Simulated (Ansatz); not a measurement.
Given this structure, coordinates from a relaxation with DFT, BLYP, plane waves (420 eV) with PAW, scalar-relativistic (Ansatz 0.2.0); the starting structure was generated, so it need not be a known form of this composition, written in its standard cell:

```
La
1.0
     3.87724    0.00000    0.00000
    -1.93862    3.35779    0.00000
     0.00000    0.00000    6.24019
La
2
Direct
  0.33333 0.66667 0.25000
  0.66667 0.33333 0.75000
```

> Predict the [210] zone-axis pattern (120 kV, kinematic, B = 0.5 Å²).

The spots form a rectangular net whose two shortest vectors correspond to d = 3.12 Å and 1.94 Å, 90.0° apart. They are 0 0 2 and 1 -2 0. The pattern has symmetry 2mm. A glide plane extinguishes reflections such as 1 -2 -1, 1 -2 1, 1 -2 -3; a screw axis and a glide plane both extinguish reflections such as 0 0 1, 0 0 3, 0 0 5.

Strongest reflections with d > 0.80 Å, one of each family (|F|² from tabulated Gaussian fits of the electron scattering factors, times a small damping for the curvature of the Ewald sphere):

```tsv
hkl	d (Å)	I (strongest = 100)
0 0 2	3.120	100
1 -2 0	1.939	40
1 -2 2	1.647	28
0 0 4	1.560	24
1 -2 4	1.215	13
0 0 6	1.040	8
```

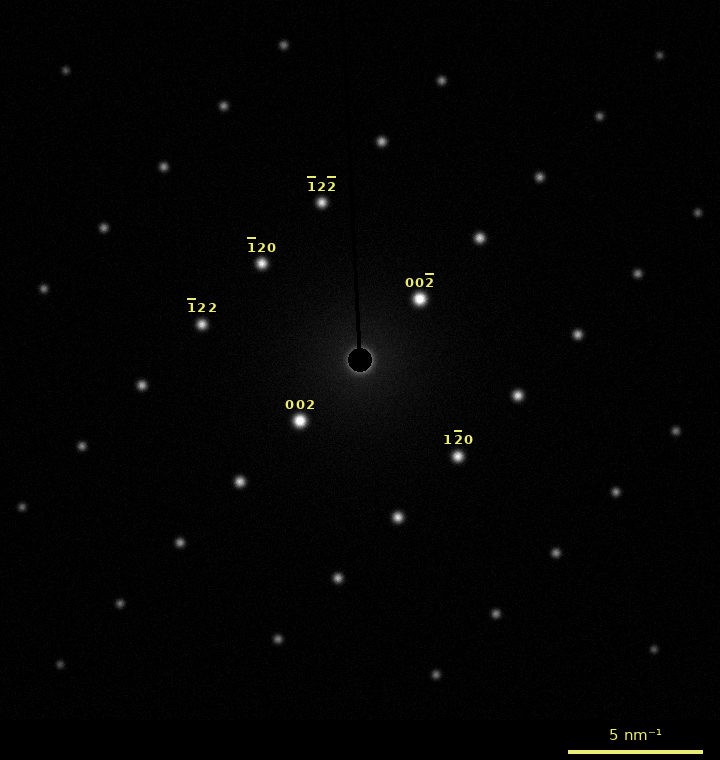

Calculated pattern, seen from the source side with [210] pointing towards the source.
